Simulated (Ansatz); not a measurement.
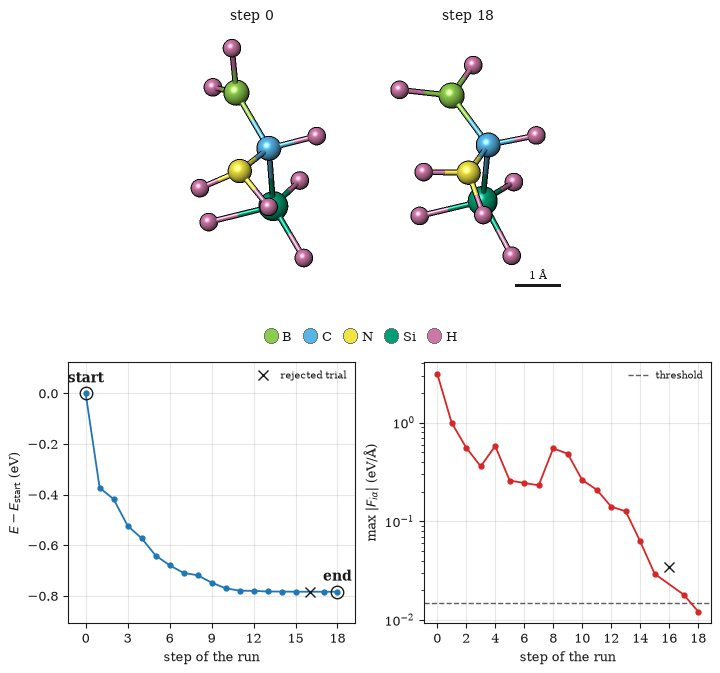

First and last geometry of a relaxation of CH8BNSi, with the history of the run. A ball-and-stick model, seen from a free direction.

The run prepares an end point of a later path (torsion) calculation, from a guessed geometry.

Theory: RKS B3LYP/def2-SVP in Ansatz.

Input
```yaml
crystal:
  periodic: [false, false, false]
  atoms:
    - { symbol: B, position_ang: [-0.9641, 1.2831, -0.2032] }
    - { symbol: C, position_ang: [0.1285, 0.3947, 0.3881] }
    - { symbol: "N", position_ang: [-0.4224, -0.354, 1.5141] }
    - { symbol: Si, position_ang: [0.8873, -0.7437, -0.9386] }
    - { symbol: H, position_ang: [-1.3618, 1.2154, -1.3568] }
    - { symbol: H, position_ang: [-1.5257, 2.1574, 0.4696] }
    - { symbol: H, position_ang: [0.9852, 1.0569, 0.738] }
    - { symbol: H, position_ang: [0.4399, -0.8597, 1.9653] }
    - { symbol: H, position_ang: [-1.0772, -1.0494, 1.2343] }
    - { symbol: H, position_ang: [1.3552, 0.0417, -2.0248] }
    - { symbol: H, position_ang: [-0.2724, -1.6261, -1.4095] }
    - { symbol: H, position_ang: [1.9046, -1.5715, -0.3424] }
basis:
  gaussian: { orbitals: def2-SVP }
hamiltonian:
  xc: b3lyp
relax:
  f_tol: 0.015
  max_steps: 40
```

Run as
```bash
ansatz run input.yaml --threads 2 --pin off --max-ram 3072MiB --backend cpu --events-out ev --progress --plain --runs-dir out
```

What do the curves and the structures tell?

Answer. It converged. H6 moves most after the best rigid fit: 1.52 Å. By element the largest moves are H 1.52 Å, N 0.32 Å, Si 0.19 Å, C 0.15 Å, B 0.09 Å. Some distances before and after: N3–H8 1.097 → 1.019 Å, Si4–H10 1.420 → 1.492 Å, C2–Si4 1.906 → 1.970 Å, Si4–H12 1.441 → 1.494 Å. Bond angles that change, for instance: B1–C2–Si4 111.3° → 96.5°, B1–C2–N3 109.1° → 120.3°, C2–N3–H8 104.9° → 114.3°. Groups turn about B1–C2 by about 85°, C2–N3 by about 25°. After 17 accepted moves (18 points after the start) the energy has fallen by 0.783 eV. The largest force component goes from 3.1 to 0.012 eV/Å. The line search rejected the trial step at point 16 of the run.

```json
{"step": "0", "E − E(0), eV": "0.0000", "largest force component, eV/Å": "3.1375", "note": ""}
{"step": "1", "E − E(0), eV": "-0.3726", "largest force component, eV/Å": "0.9944", "note": ""}
{"step": "2", "E − E(0), eV": "-0.4174", "largest force component, eV/Å": "0.5584", "note": ""}
{"step": "3", "E − E(0), eV": "-0.5224", "largest force component, eV/Å": "0.3609", "note": ""}
{"step": "4", "E − E(0), eV": "-0.5718", "largest force component, eV/Å": "0.5789", "note": ""}
{"step": "5", "E − E(0), eV": "-0.6400", "largest force component, eV/Å": "0.2589", "note": ""}
{"step": "6", "E − E(0), eV": "-0.6783", "largest force component, eV/Å": "0.2444", "note": ""}
{"step": "7", "E − E(0), eV": "-0.7087", "largest force component, eV/Å": "0.2316", "note": ""}
{"step": "8", "E − E(0), eV": "-0.7178", "largest force component, eV/Å": "0.5479", "note": ""}
{"step": "9", "E − E(0), eV": "-0.7468", "largest force component, eV/Å": "0.4841", "note": ""}
{"step": "10", "E − E(0), eV": "-0.7694", "largest force component, eV/Å": "0.2621", "note": ""}
{"step": "11", "E − E(0), eV": "-0.7787", "largest force component, eV/Å": "0.2092", "note": ""}
{"step": "12", "E − E(0), eV": "-0.7796", "largest force component, eV/Å": "0.1408", "note": ""}
{"step": "13", "E − E(0), eV": "-0.7819", "largest force component, eV/Å": "0.1265", "note": ""}
{"step": "14", "E − E(0), eV": "-0.7824", "largest force component, eV/Å": "0.0626", "note": ""}
{"step": "15", "E − E(0), eV": "-0.7829", "largest force component, eV/Å": "0.0293", "note": ""}
{"step": "16", "E − E(0), eV": "-0.7828", "largest force component, eV/Å": "0.0347", "note": "rejected"}
{"step": "17", "E − E(0), eV": "-0.7830", "largest force component, eV/Å": "0.0181", "note": ""}
{"step": "18", "E − E(0), eV": "-0.7830", "largest force component, eV/Å": "0.0122", "note": ""}
```
